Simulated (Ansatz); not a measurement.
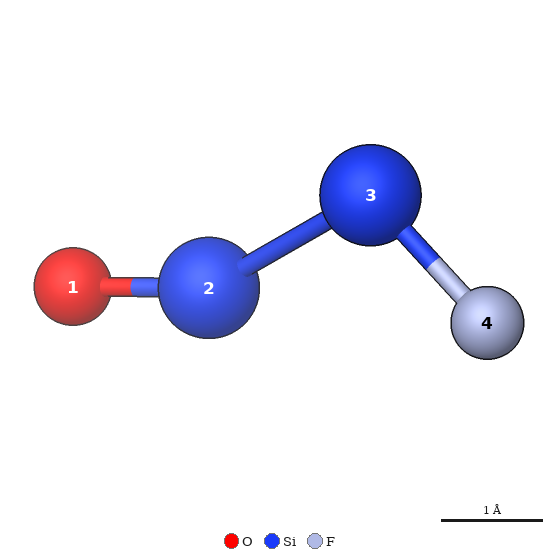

Orthographic view. Atoms fade into the background with distance from the viewer. State: charge −1, singlet. Computed geometry: PBE-D4/def2-SVPD optimisation. No frequency run is at hand to confirm it as a minimum.

Give the distance matrix in Å.

| atom | O1 | Si2 | Si3 | F4 |
| --- | --- | --- | --- | --- |
| O1 | 0.00 |  |  |  |
| Si2 | 1.59 | 0.00 |  |  |
| Si3 | 3.77 | 2.27 | 0.00 |  |
| F4 | 4.81 | 3.22 | 1.74 | 0.00 |
